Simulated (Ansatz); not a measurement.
# doublet [CH5InO2]+ at 6 levels

Wanted: a comparison of 6 runs (U-r2SCAN/def2-SVP, U-revPBE/def2-SVP, UPBE-QIDH/def2-SVP, UPBE0/def2-SVP, USVWN5/def2-SVP, UCCSD/def2-SVP) of doublet [CH5InO2]+. 

The results are computed with Ansatz 0.2.0.

57 further runs of the same task are left out: 1 that didn't finish, 56 set aside as unsound or not needed. Runs told in other sessions of the task aren't counted.

## 1. The molecule

[CH5InO2]+ has 9 atoms, charge +1, and is taken as a doublet. As SMILES of the parent species, `[CH3][In]([OH])[OH]`. The coordinates come from a PBE0-D4/def2-TZVP relaxation. This is one conformer, not always the lowest. That shape belongs to the parent species and isn't relaxed for this state.

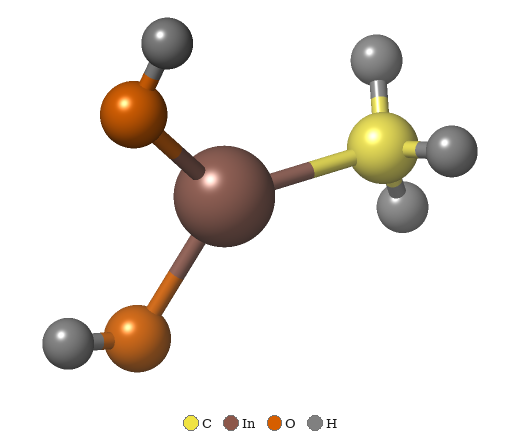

The structure, seen from a chosen angle (carbon yellow, indium brown, oxygen orange, hydrogen grey).

## 2. A single-point energy at U-r2SCAN/def2-SVP (core potential) (run 1)

File input.yaml:

```yaml
crystal:
  periodic: [false, false, false]
  atoms:
    - {symbol: C, position_ang: [-0.086600, 0.920200, -1.366200]}
    - {symbol: In, position_ang: [0.122900, -0.336100, 0.337800]}
    - {symbol: O, position_ang: [1.440800, -1.806000, 0.500900]}
    - {symbol: O, position_ang: [-0.898600, -0.312900, 2.048600]}
    - {symbol: H, position_ang: [-1.126400, 0.929200, -1.692800]}
    - {symbol: H, position_ang: [0.212100, 1.936300, -1.107700]}
    - {symbol: H, position_ang: [0.547500, 0.548900, -2.169800]}
    - {symbol: H, position_ang: [1.365500, -2.243400, 1.353100]}
    - {symbol: H, position_ang: [-1.577100, 0.363700, 2.096100]}
basis:
  gaussian:
    orbitals: def2-SVP
total_charge: 1
accuracy: high
output: {orbitals: {seedname: orbitals}}
hamiltonian:
  xc: r2scan
magnetization:
  spin_polarized: true
  initial_magnetization: 1
```

Launch:

```
$ ansatz run input.yaml --threads 1 --pin off --max-ram 3480MiB --events-out events.jsonl --progress --plain --runs-dir runs
```

Log:

```text
Warning: RAYON_NUM_THREADS=1 ignored (pool sized by the plan → 1); use --threads N
Functional definition: r2SCAN
  name "r2SCAN"
  parameter k0 = 0.174
  parameter k1 = 0.065
  parameter a1 = 4.9479
  exchange = r2scan_x(k0 = k0, k1 = k1, a1 = a1)
  correlation = r2scan_c
2221 factors; integrals over basis functions are off by at most 2.0e-8 eV
mean field evaluation 1: about -10344.4510 eV, gradient 8.2e1 eV
mean field evaluation 2: about -10133.7944 eV, gradient 1.8e2 eV
mean field evaluation 4: about -10361.9976 eV, gradient 4.4e1 eV
mean field evaluation 8: about -10372.1739 eV, gradient 4.8e0 eV
mean field evaluation 16: about -10372.2249 eV, gradient 4.0e0 eV
mean field evaluation 32: about -10371.2651 eV, gradient 9.3e0 eV
mean field evaluation 64: about -10371.9015 eV, gradient 5.8e0 eV
mean field -10372.32487292 eV, -381.1759084656 hartree, gradient 2.3e-8 eV, S^2 0.761597; 7 other end points of the search recorded, 0 dependent functions left out
reference -10372.32487866 eV, -381.1759086763 hartree; 24, 23 occupied and 69, 70 virtual orbitals, 2221 factors
Total energy: -10372.32487866 eV, -381.1759086763 hartree
```

Wall time 52 s (1 thread of Arm Neoverse V2, shared host); peak memory 0.52 GiB.

## 3. The energy at U-revPBE/def2-SVP (core potential) (run 2)

File input.yaml:

```yaml
basis:
  gaussian:
    orbitals: def2-SVP
crystal:
  periodic: [false, false, false]
  atoms:
    - symbol: C
      position_ang: [-0.086600, 0.920200, -1.366200]
    - symbol: In
      position_ang: [0.122900, -0.336100, 0.337800]
    - symbol: O
      position_ang: [1.440800, -1.806000, 0.500900]
    - symbol: O
      position_ang: [-0.898600, -0.312900, 2.048600]
    - symbol: H
      position_ang: [-1.126400, 0.929200, -1.692800]
    - symbol: H
      position_ang: [0.212100, 1.936300, -1.107700]
    - symbol: H
      position_ang: [0.547500, 0.548900, -2.169800]
    - symbol: H
      position_ang: [1.365500, -2.243400, 1.353100]
    - symbol: H
      position_ang: [-1.577100, 0.363700, 2.096100]
total_charge: 1
magnetization:
  spin_polarized: true
  initial_magnetization: 1
hamiltonian:
  xc: {name: revPBE}
accuracy: high
output: {orbitals: {seedname: orbitals}}
```

Launch:

```
$ ansatz run input.yaml --threads 1 --pin off --max-ram 3480MiB --events-out events.jsonl --progress --plain --runs-dir runs
```

Log:

```text
Warning: RAYON_NUM_THREADS=1 ignored (pool sized by the plan → 1); use --threads N
Functional definition: revPBE
  name "revPBE"
  parameter kappa = 1.245
  parameter beta = 0.06672455060314922
  exchange = pbe_x(kappa = kappa, mu = beta*pi^2/3)
  correlation = pbe_c(beta = beta)
2221 factors; integrals over basis functions are off by at most 2.0e-8 eV
mean field evaluation 1: about -10341.3452 eV, gradient 8.7e1 eV
mean field evaluation 2: about -10070.2304 eV, gradient 1.9e2 eV
mean field evaluation 4: about -10361.2255 eV, gradient 4.7e1 eV
mean field evaluation 8: about -10371.2252 eV, gradient 1.7e1 eV
mean field evaluation 16: about -10373.0183 eV, gradient 4.4e0 eV
mean field evaluation 32: about -10372.5128 eV, gradient 9.6e0 eV
mean field evaluation 64: about -10372.9308 eV, gradient 9.2e-1 eV
mean field -10373.13221844 eV, -381.2055778661 hartree, gradient 2.1e-8 eV, S^2 0.755602; 7 other end points of the search recorded, 0 dependent functions left out
reference -10373.13222458 eV, -381.2055780916 hartree; 24, 23 occupied and 69, 70 virtual orbitals, 2221 factors
Total energy: -10373.13222458 eV, -381.2055780916 hartree
```

Run time: 26 s. Hardware: 1 thread of Arm Neoverse V2, shared host; peak memory 0.34 GiB.

Runs 3 to 5 aren't shown in full; the table further down has their settings and results.

## 4. A single-point energy at UCCSD/def2-SVP (core potential) (run 6)

File run.yaml:

```yaml
basis:
  gaussian: {orbitals: def2-SVP}
crystal:
  periodic: [false, false, false]
  atoms:
    - {symbol: C, position_ang: [-0.086600, 0.920200, -1.366200]}
    - {symbol: In, position_ang: [0.122900, -0.336100, 0.337800]}
    - {symbol: O, position_ang: [1.440800, -1.806000, 0.500900]}
    - {symbol: O, position_ang: [-0.898600, -0.312900, 2.048600]}
    - {symbol: H, position_ang: [-1.126400, 0.929200, -1.692800]}
    - {symbol: H, position_ang: [0.212100, 1.936300, -1.107700]}
    - {symbol: H, position_ang: [0.547500, 0.548900, -2.169800]}
    - {symbol: H, position_ang: [1.365500, -2.243400, 1.353100]}
    - {symbol: H, position_ang: [-1.577100, 0.363700, 2.096100]}
total_charge: 1
magnetization: {spin_polarized: true, initial_magnetization: 1}
correlation: {method: ccsd, frozen_orbitals: {C: 1, H: 0, In: 4, O: 1}}
accuracy: high
scf: {omitted_lower_state_checks: [cluster_reference, increment]}
```

Launch:

```
$ ansatz run run.yaml --threads 1 --pin off --max-ram 3480MiB --events-out events.jsonl --progress --plain --runs-dir runs
```

Log:

```text
Warning: RAYON_NUM_THREADS=1 ignored (pool sized by the plan → 1); use --threads N
[... 15 lines left out ...]
7 core orbitals not correlated: weight in the atoms' cores, before any rotation towards them, 1.000 or more for the frozen orbitals, at most 0.000 for the correlated occupied ones
[... 45 lines left out ...]
Total energy: -10336.18034857 eV, -379.8476216951 hartree
Checks for a lower state left out: cluster_reference, increment
```

It took 2.7 min on 1 thread of Arm Neoverse V2, shared host; peak memory 1.4 GiB.

## 5. Overview of the runs

| run | level | frozen core orbitals | energy (Eh) | HOMO energy (eV) | LUMO energy (eV) | ⟨S²⟩ | wall time |
| --- | --- | --- | --- | --- | --- | --- | --- |
| 1 | U-r2SCAN/def2-SVP (core potential) | – | -381.175909 | -13.05 | -12.77 | 0.762 | 52 s |
| 2 | U-revPBE/def2-SVP (core potential) | – | -381.205578 | -12.77 | -12.68 | 0.756 | 26 s |
| 3 | UPBE-QIDH/def2-SVP (core potential) | 7 | -380.617112 | -15.22 | -9.42 | 0.755 | 54 s |
| 4 | UPBE0/def2-SVP (core potential) | – | -380.984744 | -13.82 | -12.19 | 0.771 | 44 s |
| 5 | USVWN5/def2-SVP (core potential) | – | -379.427425 | -13.05 | – | 0.754 | 13 s |
| 6 | UCCSD/def2-SVP (core potential) | 7 | -379.847622 | – | – | 0.756 | 2.7 min |

## 6. What came out

```
                                          quantity          value
                               run 6: total energy  -379.84762 Eh
run 6: correlation energy (7 core orbitals frozen)     -603.0 mEh
          run 6: ⟨S²⟩ of the reference determinant          0.756
                              run 6: T1 diagnostic          0.032
```

Totals of different functionals can't be ranked against each other. All runs together took 5.8 min, the longest 2.7 min.
